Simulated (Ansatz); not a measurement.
**SiO2: pressure series**

The reference is SiO2 (space group I4/mmm, No. 139; a = 8.9715 Å, c = 5.2507 Å; a cell from a computed database, its experimental status unchecked).

Cell and atoms are relaxed at each pressure.

Computed with Ansatz (a first-principles code), PBEsol, PAW, cutoff 420 eV, without spin-orbit coupling.

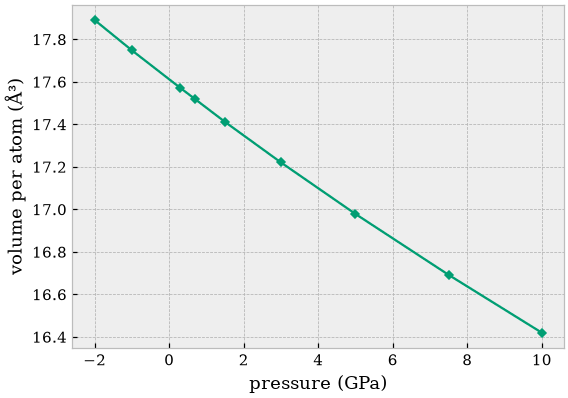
Volume against pressure

Question: Estimate the zero-pressure bulk modulus from the plot.

Answer: About 130 GPa; a third-order Birch–Murnaghan fit to the points gives V₀ = 17.61 Å³/atom, B₀ = 130 GPa and B₀′ = 2.7.

Between the base and pressure 10 GPa the gap moves from 5.48 eV to 5.54 eV, a mean slope of 6.8 meV/GPa.

Load acts through the strain it causes; cell and atoms are relaxed under it. Whether these cells are dynamically stable was not tested. Competing high-pressure phases were not computed.
